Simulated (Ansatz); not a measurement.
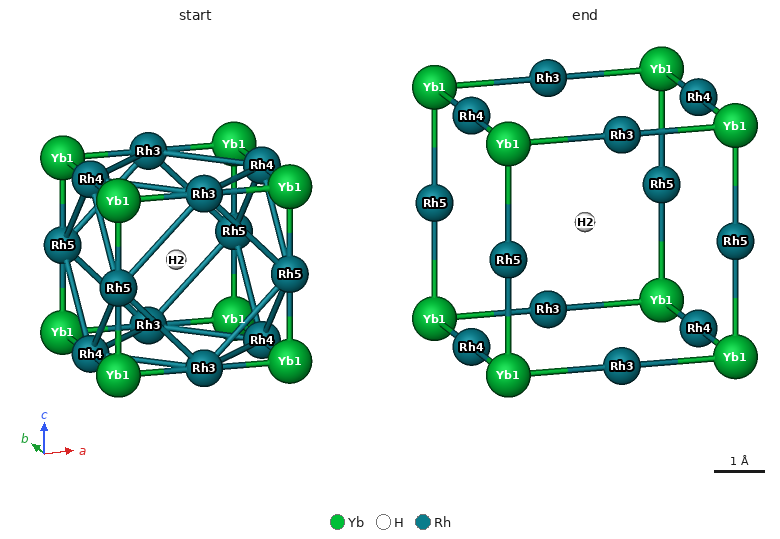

The structure of crystalline YbHRh$_{3}$ (a generated structure, set up in Pm-3m) (coarse preliminary run) before (left) and after (right) a relaxation, at one scale.

A ball-and-stick model of the cell of the calculation, seen slightly off an axis.

Method: Ansatz, DFT PBE, scalar-relativistic, plane waves, PAW. Set-up: plane-wave cutoff 420 eV; k-point mesh 6 × 6 × 6; occupations gaussian; smearing width 0.1 eV; no spin polarisation; cell and atoms relaxed; force threshold 0.04 eV/Å; at most 70 steps.

### Summarise the run.

No atom moves by more than 0.005 Å relative to the cell. The volume changes by +132.5 %, with a = b = c 3.675 → 4.869 Å (+32.5 %). Some distances before and after: Rh3–Rh4 2.599 → 3.443 Å, Yb1–Rh3 1.838 → 2.434 Å. Bonds break, among them: Rh3–Rh4 (2.60 → 3.44 Å), Rh3–Rh5 (2.60 → 3.44 Å), Rh4–Rh5 (2.60 → 3.44 Å). The space group stays Pm-3m (No. 221). After 10 accepted moves (12 points after the start) the energy has fallen by 6245 meV per atom. All forces vanish by symmetry, so only the cell relaxes. The pressure goes from 346.28 to 0.25 GPa. The SCF was repeated twice at an unchanged geometry on a basis and grid sized afresh for the cell, which shifted the energy by 330 meV per atom at most.

Limits of the set-up: 4f states are treated without a Hubbard U.
